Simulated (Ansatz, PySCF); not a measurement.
AlH3 (SMILES [AlH3]) and CH2O (SMILES C=O) are pulled apart as rigid monomers along the line of their centres of mass, from the B3LYP-D3(BJ)/def2-TZVP minimum. Starting geometry (charge 0, multiplicity 1):
| atom | x (Å) | y (Å) | z (Å) |
|---|---|---|---|
| Al | 0.1542 | 0.3326 | 0.9096 |
| H | 1.0586 | 1.6346 | 1.0034 |
| H | -1.3715 | 0.4540 | 1.3850 |
| H | 0.4996 | -0.7749 | -0.1750 |
| C | 0.0716 | -0.9197 | 3.5082 |
| O | 0.7839 | -0.6257 | 2.5696 |
| H | -0.9969 | -0.6684 | 3.5019 |
| H | 0.5000 | -1.4419 | 4.3716 |

Interaction energies with rigid monomers; basis-set methods are counterpoise corrected unless marked otherwise.

Rows in 6-311+G**, 6-31G* carry no dispersion term and start afresh at each structure (6-31G* with six Cartesian d functions). MP2/6-31G* freezes PySCF's default core.

Programs: Ansatz (Gaussian orbitals); PySCF for 6-311+G** rows, 6-31G* rows, the dispersion terms. Each number belongs to the level named beside it.

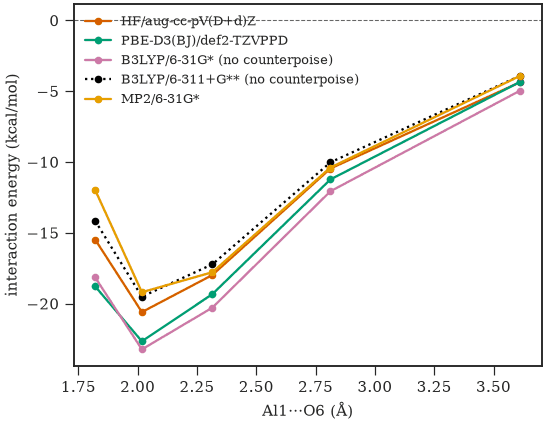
Interaction energy against separation

Task: Which level binds most strongly at Al1···O6 = 2.02, and by how much?

Result: B3LYP/6-31G* (no counterpoise), -23.2 kcal/mol.

Ansatz is a quantum-chemistry and plane-wave program.
